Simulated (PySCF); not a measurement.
```csv
atom,x (Å),y (Å),z (Å)
Si,-1.6133,1.3011,0.0978
Cl,-3.1658,2.6531,0.1487
Si,-1.0777,-0.3459,1.7365
Cl,-2.0979,-0.7096,3.4882
Si,-0.6852,-1.9622,0.0159
Cl,-1.4123,-3.8887,0.0151
Si,-1.2388,-0.3122,-1.6371
Cl,-2.4818,-0.6518,-3.2446
Si,1.0498,0.3468,-1.7383
Cl,2.1728,0.6621,-3.4343
Si,0.6959,1.9439,0.0021
Cl,1.3542,3.8948,-0.0135
Si,1.2343,0.2998,1.6475
Cl,2.3848,0.5981,3.3280
Si,1.6090,-1.3061,-0.0843
Cl,3.2376,-2.5571,-0.2611
```

Geometry: PBE0-D3(BJ)/def2-SVP.

These are results of PBE0/pcSseg-1, SCF density, gas phase, non-relativistic (PySCF), not measurements.

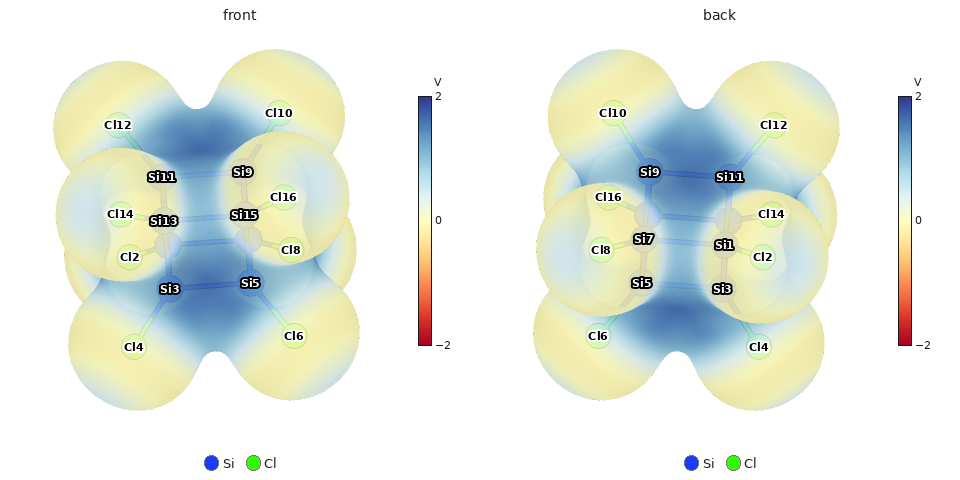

Cl8Si8 (Si8Cl8 cubane). The electrostatic potential painted on the density surface at 0.002 e/bohr³, seen from the front and from behind; the colour scale runs from red (negative) to blue (positive).

> Describe the electrostatic potential map.

The most negative region (about −0.1 V) lies over the Cl atoms, the most positive (about +1.6 V) over the Si atoms. Cl2 shows a σ-hole: about +0.4 V at the tip opposite its bond, against about 0.0 V on its flanks. Cl4 shows a σ-hole: about +0.4 V at the tip opposite its bond, against about 0.0 V on its flanks. Cl6 shows a σ-hole: about +0.4 V at the tip opposite its bond, against about 0.0 V on its flanks. Cl8 shows a σ-hole: about +0.4 V at the tip opposite its bond, against about 0.0 V on its flanks. Cl10 shows a σ-hole: about +0.4 V at the tip opposite its bond, against about 0.0 V on its flanks. Cl12 shows a σ-hole: about +0.4 V at the tip opposite its bond, against about 0.0 V on its flanks. Cl14 shows a σ-hole: about +0.4 V at the tip opposite its bond, against about 0.0 V on its flanks. Cl16 shows a σ-hole: about +0.4 V at the tip opposite its bond, against about 0.0 V on its flanks.

> How polar is the molecule by this calculation?

Its dipole moment is 0.03 D.
